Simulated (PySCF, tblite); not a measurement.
**C₅H₈O₂: dynamics, then NMR shifts on frames**

Aim: move C₅H₈O₂ (`CCC(=C=O)OC`) away from its starting geometry and see how NMR shifts follow the geometry.

Computed with tblite 0.8.0 and PySCF 2.14.0, with density-fitted response routines of our own, on a single molecule in the gas phase. Atoms count from 0, in the outputs and in this text.

## Step 1: The molecule as given

15 atoms, charge 0, multiplicity 1; geometry from: GFN2-xTB.

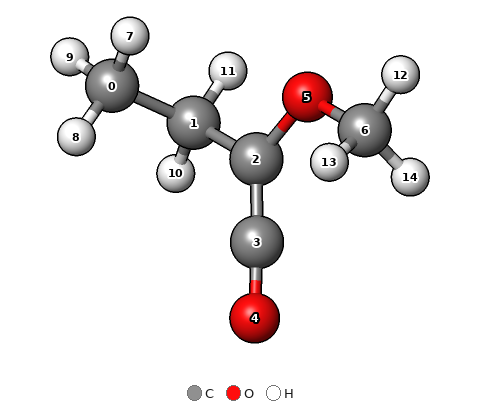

As it starts; carbon grey, oxygen red, hydrogen white, atoms numbered.

## Step 2: A short Langevin run with GFN2-xTB

The job: settings as JSON, then the geometry in Å.

```
{"job": {"kind": "md", "xc": "GFN2-xTB", "basis": "xTB", "temperature": 300, "steps": 2000, "every": 50, "frames": 5}, "charge": 0, "multiplicity": 1}
C      2.061699    -0.500056     0.394535
C      1.201313     0.020895    -0.754020
C     -0.201277     0.348607    -0.293882
C     -0.523073     1.571417     0.013225
O     -0.733163     2.706569     0.233349
O     -1.037597    -0.753739    -0.182080
C     -2.333185    -0.461613     0.268656
H      1.597071    -1.373542     0.843669
H      2.180477     0.262878     1.160135
H      3.046505    -0.777770     0.026286
H      1.658511     0.908433    -1.192722
H      1.110202    -0.747431    -1.523279
H     -2.870899    -1.407682     0.288673
H     -2.318593    -0.025431     1.274913
H     -2.842406     0.236456    -0.406715
```

Level: GFN2-xTB Langevin dynamics, gas phase.

Launch:

```console
$ OMP_NUM_THREADS=1 python probes_run.py task.json out
```

This one command runs all jobs of the session in turn.

Standard output:

```text
t/fs     T/K      E/eV
    0.0   239.3   -622.11308
   25.0   130.8   -621.72677
   50.0   255.5   -621.85232
   75.0   221.4   -621.65178
  100.0   191.4   -621.67702
  125.0   244.6   -621.88843
  150.0   133.4   -621.64453
  175.0   193.6   -621.69324
  200.0   202.0   -621.68773
  225.0   346.8   -621.71271
  250.0   319.0   -621.54821
  275.0   288.5   -621.44065
  300.0   281.6   -621.44316
  325.0   391.5   -621.47805
  350.0   251.6   -621.12611
  375.0   433.7   -621.47852
  400.0   293.7   -621.23047
  425.0   386.8   -621.39420
  450.0   477.9   -621.56046
  475.0   327.6   -621.33266
  500.0   478.2   -621.59744
  525.0   431.4   -621.45632
  550.0   465.7   -621.63048
  575.0   407.4   -621.52899
  600.0   426.6   -621.37122
  625.0   381.8   -621.43056
  650.0   424.2   -621.49594
  675.0   397.7   -621.41222
  700.0   337.5   -621.13555
  725.0   315.1   -621.28356
  750.0   488.6   -621.41366
  775.0   405.6   -621.20518
  800.0   379.6   -621.30362
  825.0   335.9   -621.48524
  850.0   299.1   -621.49216
  875.0   254.1   -621.47067
  900.0   325.6   -621.57845
  925.0   255.1   -621.52491
  950.0   249.4   -621.59680
  975.0   233.9   -621.61816
 1000.0   213.0   -621.49757
```

It took 14 s on 1 thread of Arm Neoverse N1, shared host; peak memory 0.19 GiB.

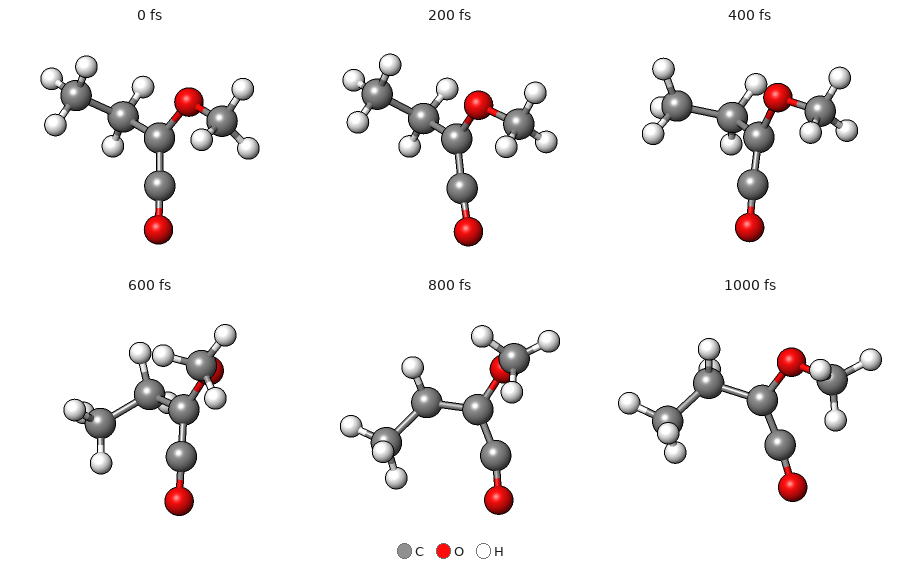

Frames of the run.

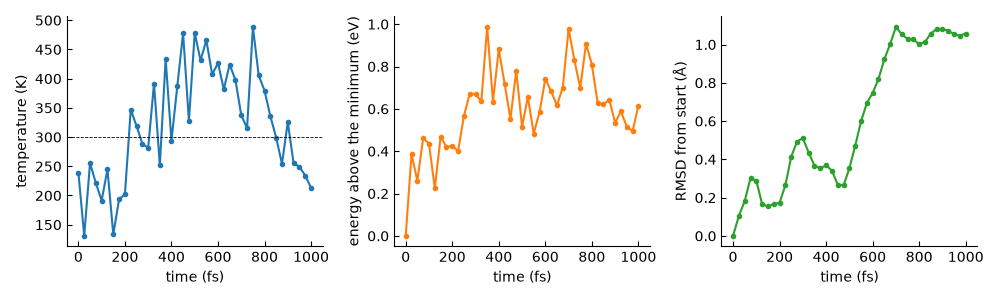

Temperature, potential energy and distance from the start.

Positions (Å) and forces (eV/Å) at 1000 fs:

```xyz
15

C     1.995    0.992    1.229    1.327   -1.278   -0.828
C     1.371   -0.067    0.315   -1.871   -1.319    0.954
C    -0.099    0.196   -0.044    0.077    0.229    0.089
C    -0.568    1.355   -0.420    0.247   -0.437    0.302
O    -0.999    2.436   -0.556   -0.025    0.439   -0.236
O    -0.892   -0.956    0.016   -0.236    0.261   -0.541
C    -2.283   -0.704    0.233   -0.306   -1.007   -0.818
H     1.459    1.176    2.126   -0.727   -0.009    0.507
H     2.003    1.874    0.617    0.564    0.629    0.154
H     3.025    0.638    1.562   -1.087    0.669   -0.726
H     1.878   -0.306   -0.603    0.701    0.330   -0.178
H     1.186   -1.045    0.829    0.773    0.529   -0.035
H    -2.465    0.362    0.150   -0.417   -0.082   -0.032
H    -2.992   -1.307   -0.488    1.557    1.051    1.039
H    -2.444   -1.056    1.242   -0.578   -0.006    0.349
```

## Step 3: NMR shieldings: 250 fs, PBE0/pcSseg-1

The job: settings as JSON, then the geometry in Å.

```
{"job": {"kind": "nmr", "xc": "PBE0", "basis": "pcSseg-1", "pop": false}, "charge": 0, "multiplicity": 1}
C      1.820100    -0.514900    -0.012300
C      0.743700    -0.023300    -1.052900
C     -0.475000     0.426600    -0.352300
C     -0.766300     1.660000    -0.019600
O     -1.123400     2.819800     0.104500
O     -1.173100    -0.668500     0.151000
C     -2.567800    -0.450400     0.302000
H      1.392100    -1.295100     0.529900
H      2.132300     0.285800     0.712600
H      2.720900    -0.992000    -0.572000
H      1.140200     0.724700    -1.715000
H      0.482000    -0.842900    -1.712300
H     -2.967600    -1.230900     0.994100
H     -2.732600     0.619700     0.520300
H     -3.055200    -0.636500    -0.674800
```

Method: GIAO PBE0/pcSseg-1 NMR shielding, non-relativistic, gas phase.

Standard output:

```text
coarse grid: 12568 points
cycle   1  E = -345.0838951304  dE =  8.935e-01  |g| = 8.058e-01  |ddm| = 3.425e+00
cycle   2  E = -344.6695037896  dE =  4.144e-01  |g| = 1.697e+00  |ddm| = 2.049e+00
cycle   3  E = -345.1968493330  dE = -5.273e-01  |g| = 2.507e-01  |ddm| = 1.468e+00
cycle   4  E = -345.2083247391  dE = -1.148e-02  |g| = 1.153e-01  |ddm| = 2.839e-01
cycle   5  E = -345.2109896068  dE = -2.665e-03  |g| = 2.365e-02  |ddm| = 1.037e-01
cycle   6  E = -345.2111134440  dE = -1.238e-04  |g| = 6.078e-03  |ddm| = 2.287e-02
cycle   7  E = -345.2111216909  dE = -8.247e-06  |g| = 1.365e-03  |ddm| = 5.447e-03
final grid: 121432 points
cycle   8  E = -345.2745643291  dE = -1.424e-06  |g| = 1.612e-02  |ddm| = 2.429e-02
cycle   9  E = -345.2744186792  dE =  1.456e-04  |g| = 3.201e-02  |ddm| = 3.225e-02
cycle  10  E = -345.2746089973  dE = -1.903e-04  |g| = 4.890e-03  |ddm| = 2.348e-02
cycle  11  E = -345.2746135910  dE = -4.594e-06  |g| = 5.383e-04  |ddm| = 3.407e-03
cycle  12  E = -345.2746136419  dE = -5.089e-08  |g| = 1.832e-04  |ddm| = 6.271e-04
cycle  13  E = -345.2746136498  dE = -7.857e-09  |g| = 4.827e-05  |ddm| = 1.930e-04
cycle  14  E = -345.2746136503  dE = -5.397e-10  |g| = 1.628e-05  |ddm| = 5.118e-05
converged SCF energy = -345.2746136503

GIAO shielding tensors (ppm)
atom      isotropic    diamagn.    paramagn.     s11        s22        s33       span
  0 C      163.275     247.173     -83.898    135.465    170.946    183.415     47.950
  1 C      160.848     244.204     -83.355    150.988    163.354    168.203     17.215
  2 C       73.812     256.467    -182.655      5.743    102.276    113.419    107.676
  3 C     -105.817     261.629    -367.447   -195.934   -101.784    -19.735    176.199
  4 O     -342.979     401.824    -744.803   -871.513   -356.717    199.293   1070.805
  5 O      357.014     398.965     -41.951    230.554    286.748    553.740    323.186
  6 C      123.682     244.548    -120.866     86.911    102.635    181.502     94.591
  7 H       30.547      31.919      -1.372     25.969     31.180     34.492      8.523
  8 H       29.722      28.594       1.128     26.035     27.395     35.735      9.700
  9 H       28.763      26.607       2.156     24.260     26.161     35.868     11.608
 10 H       29.495      29.973      -0.478     24.079     27.937     36.469     12.390
 11 H       29.588      30.308      -0.720     24.844     28.673     35.246     10.402
 12 H       27.115      27.397      -0.282     23.217     24.926     33.201      9.984
 13 H       28.788      28.382       0.406     23.554     27.473     35.335     11.781
 14 H       27.489      28.130      -0.641     23.996     25.156     33.315      9.319
```

Run time: 24 s. Hardware: 1 thread of Arm Neoverse N1, shared host; peak memory 0.73 GiB.

The references, computed at this level on geometries of the same kind, shield at (ppm): ¹H TMS 31.72, ¹³C TMS 186.9, ¹⁷O H2O 336.1. Their shielding less the atom's gives the shift. The references are single molecules in the gas phase, so shifts against H2O, NH3, PH3, H3PO4 or CFCl3 are not on the usual liquid scales and can be off by tens of ppm. Each atom is listed at this fixed geometry, with no averaging over motion; a spectrum would average atoms that exchange fast.

```
atoms                              environment  σ (ppm)  δ (ppm)
   C3               central carbon of a ketene   -105.8    292.7
   C2              terminal carbon of a ketene     73.8    113.1
   C6                methyl carbon bonded to O    123.7     63.2
   C1                          allylic sp3 CH2    160.8     26.1
   C0                            methyl carbon    163.3     23.6
  H12  hydrogen on a methyl carbon bonded to O    27.11     4.60
  H14  hydrogen on a methyl carbon bonded to O    27.49     4.23
   H9              hydrogen on a methyl carbon    28.76     2.95
  H13  hydrogen on a methyl carbon bonded to O    28.79     2.93
  H10           hydrogen on an allylic sp3 CH2    29.50     2.22
  H11           hydrogen on an allylic sp3 CH2    29.59     2.13
   H8              hydrogen on a methyl carbon    29.72     2.00
   H7              hydrogen on a methyl carbon    30.55     1.17
   O4                          carbonyl oxygen   -343.0    679.1
   O5                             ether oxygen    357.0    -20.9
```

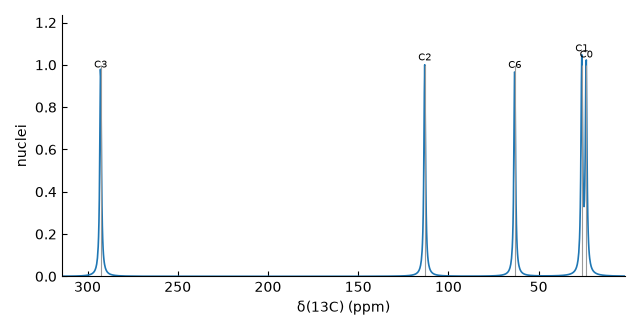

¹³C lines at the computed shifts, without couplings. Lines are broadened to a width of 1 ppm (Lorentzian).

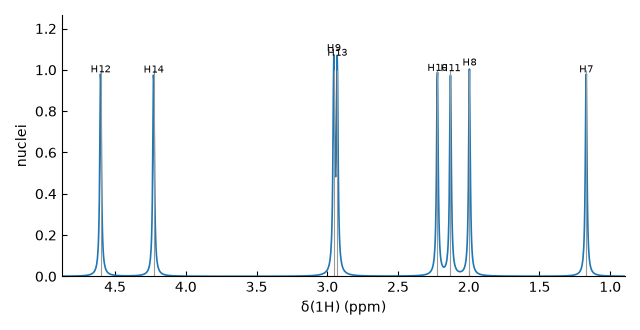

¹H lines at the computed shifts, without couplings. Lines are broadened to a width of 0.01 ppm (Lorentzian).

## Step 4: Nuclear shieldings: 425 fs, PBE0/pcSseg-1

The job: settings as JSON, then the geometry in Å.

```
{"job": {"kind": "nmr", "xc": "PBE0", "basis": "pcSseg-1", "pop": false}, "charge": 0, "multiplicity": 1}
C      1.929700    -0.231300    -0.031600
C      0.726200    -0.123000    -0.985500
C     -0.494300     0.195400    -0.153700
C     -0.719100     1.362600     0.256300
O     -0.964900     2.478600     0.362000
O     -1.226600    -0.955900     0.255300
C     -2.572100    -0.656300     0.486100
H      2.021000    -1.156000     0.552200
H      2.031200     0.574900     0.694400
H      2.853500    -0.047300    -0.539100
H      1.023800     0.650700    -1.680100
H      0.395600    -1.088200    -1.564300
H     -3.237700    -1.577100     0.362500
H     -2.717500    -0.236200     1.523600
H     -2.924200     0.027100    -0.284000
```

Method: GIAO PBE0/pcSseg-1 NMR shielding, non-relativistic, gas phase.

Standard output:

```text
coarse grid: 12568 points
cycle   1  E = -345.0927184507  dE =  1.056e+00  |g| = 7.497e-01  |ddm| = 3.447e+00
cycle   2  E = -344.8571998907  dE =  2.355e-01  |g| = 1.372e+00  |ddm| = 1.762e+00
cycle   3  E = -345.1905882094  dE = -3.334e-01  |g| = 1.996e-01  |ddm| = 1.202e+00
cycle   4  E = -345.1979810768  dE = -7.393e-03  |g| = 8.843e-02  |ddm| = 2.189e-01
cycle   5  E = -345.1995178173  dE = -1.537e-03  |g| = 2.093e-02  |ddm| = 8.166e-02
cycle   6  E = -345.1996102333  dE = -9.242e-05  |g| = 5.186e-03  |ddm| = 2.160e-02
cycle   7  E = -345.1996155019  dE = -5.269e-06  |g| = 1.445e-03  |ddm| = 4.532e-03
final grid: 121432 points
cycle   8  E = -345.2642578249  dE = -5.506e-06  |g| = 1.551e-02  |ddm| = 2.781e-02
cycle   9  E = -345.2641499118  dE =  1.079e-04  |g| = 2.851e-02  |ddm| = 2.976e-02
cycle  10  E = -345.2643005917  dE = -1.507e-04  |g| = 3.754e-03  |ddm| = 2.085e-02
cycle  11  E = -345.2643032641  dE = -2.672e-06  |g| = 4.547e-04  |ddm| = 2.673e-03
cycle  12  E = -345.2643033002  dE = -3.611e-08  |g| = 1.639e-04  |ddm| = 5.789e-04
cycle  13  E = -345.2643033064  dE = -6.237e-09  |g| = 3.262e-05  |ddm| = 1.637e-04
cycle  14  E = -345.2643033067  dE = -2.429e-10  |g| = 1.377e-05  |ddm| = 3.709e-05
converged SCF energy = -345.2643033067

GIAO shielding tensors (ppm)
atom      isotropic    diamagn.    paramagn.     s11        s22        s33       span
  0 C      166.486     244.295     -77.809    133.276    169.737    196.445     63.169
  1 C      154.877     243.873     -88.996    138.506    148.861    177.265     38.759
  2 C       82.287     257.454    -175.168      2.532    105.994    138.334    135.802
  3 C      -47.690     263.366    -311.055    -82.105    -49.127    -11.837     70.268
  4 O     -183.279     402.858    -586.137   -535.320   -245.364    230.846    766.166
  5 O      326.097     396.299     -70.202    249.105    268.571    460.616    211.512
  6 C      122.800     243.983    -121.183     83.908    100.985    183.506     99.598
  7 H       29.545      28.562       0.982     25.761     27.412     35.461      9.700
  8 H       30.875      30.434       0.441     26.564     29.504     36.556      9.991
  9 H       30.722      28.728       1.994     25.800     28.113     38.253     12.454
 10 H       29.057      30.202      -1.145     23.617     28.452     35.103     11.485
 11 H       27.486      27.556      -0.071     23.338     26.670     32.448      9.110
 12 H       26.534      26.023       0.512     22.967     24.001     32.634      9.667
 13 H       27.344      27.436      -0.092     23.770     24.753     33.508      9.738
 14 H       28.457      28.911      -0.454     24.979     26.560     33.831      8.852
```

Run time: 24 s. Hardware: 1 thread of Arm Neoverse N1, shared host; peak memory 0.79 GiB.

In short: δ C3 234.6, C2 104.6, C6 64.1, C1 32.0, H12 5.18, H13 4.37 ppm.

[end of part 1 of 2]
